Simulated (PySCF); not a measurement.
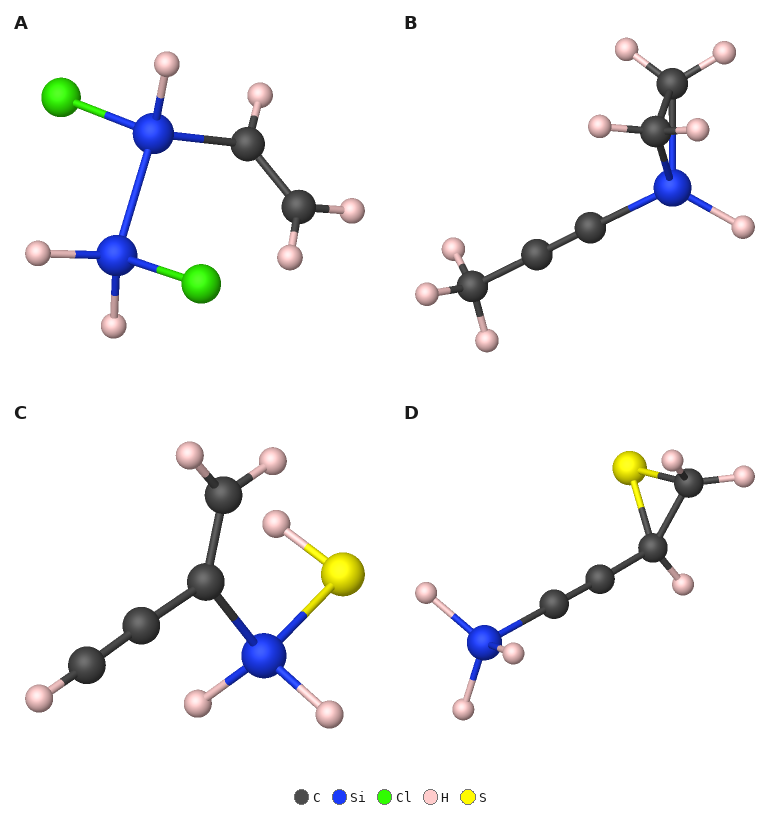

Simulated data, not a measurement (program: PySCF).

```xyz
12
charge 0, multiplicity 1
Si    2.8730    0.1605    0.1100
C     1.0482   -0.0384   -0.0996
C    -0.1446   -0.1616   -0.2391
C    -1.5525   -0.3241   -0.3673
C    -2.4633    0.2449    0.6624
S    -2.3582   -1.5496    0.7267
H     3.1499    1.5885    0.2857
H     3.2681   -0.5977    1.2978
H     3.5286   -0.3545   -1.0934
H    -1.9139   -0.3721   -1.3907
H    -3.4169    0.6439    0.3424
H    -2.0172    0.7595    1.5039
```

**Which panel shows the molecule in this file?**

D. The file holds C4H6SSi, `[SiH3]C#C[C@@H]1CS1`.
